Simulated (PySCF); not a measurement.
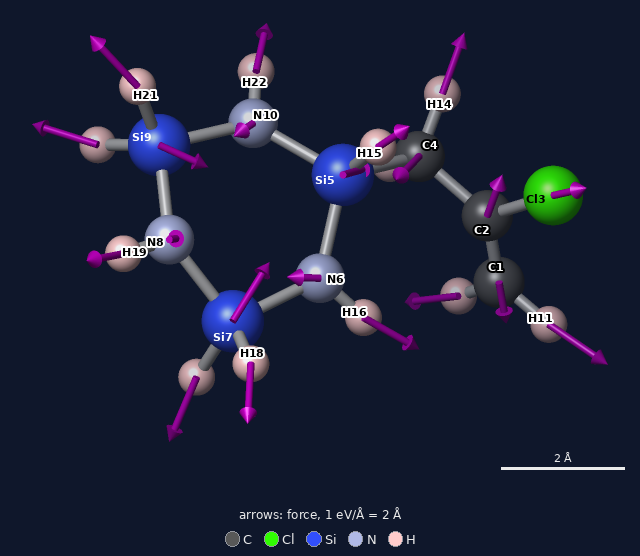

Starting geometry of C3H12ClN3Si3 with the computed forces as purple arrows. Style: ball-and-stick. Shown at a tilt.

The start comes from GFN2-xTB.

All numbers below come from PBE0-D3(BJ)/def2-SVP geometry optimisation, gas phase (PySCF 2.14.0, density-fitted response routines). 

### Is this structure relaxed? If not, where do the atoms go?

It isn't relaxed: the largest force vector, on an H atom, is 0.65 eV/Å. The final displacements have little in common with the starting forces (cosine between the two patterns 0.13). The largest move after the best rigid fit is that of an H atom, 0.51 Å. By element the largest moves are H 0.51 Å, Cl 0.19 Å, C 0.13 Å, N 0.09 Å, Si 0.08 Å. Among the contacts that change: H–Si 1.470 → 1.499 Å, N–Si 1.723 → 1.746 Å, C–H 1.076 → 1.092 Å, C–H 1.088 → 1.102 Å. Among the angles between lasting bonds that change: H–Si–H 111.6° → 107.0°, Si–N–H 116.5° → 120.4°, Si–C–H 111.1° → 107.3°. Groups turn about N–Si by about 20°. The energy falls by 20.1 kJ/mol in 18 geometry steps. The run took about 25 core-minutes on a shared host.
